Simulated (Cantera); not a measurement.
Feed: 1 mol BN, 15 mol HF, 22 mol N2, at 1330 Pa.

Equilibrium computed with Cantera from the NASA thermochemical tables; the gas is ideal and each condensed phase is pure. Candidate condensed phases: B, BN; 31 gas species. The tables' values for BF2 are old estimates; treat these amounts as uncertain. Equilibrium is a limit: real reactors are often held back by kinetics, nucleation or transport.

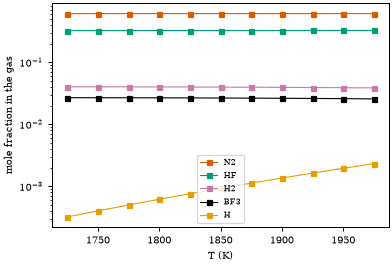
Figure: Equilibrium gas composition (values under 1e-9 drawn at 1e-9)

### Question
Read off the mole fractions at 1750 K.

### Answer
N2 about 0.61, HF about 0.32, H2 about 0.040, BF3 about 0.027, H about 0.00040.
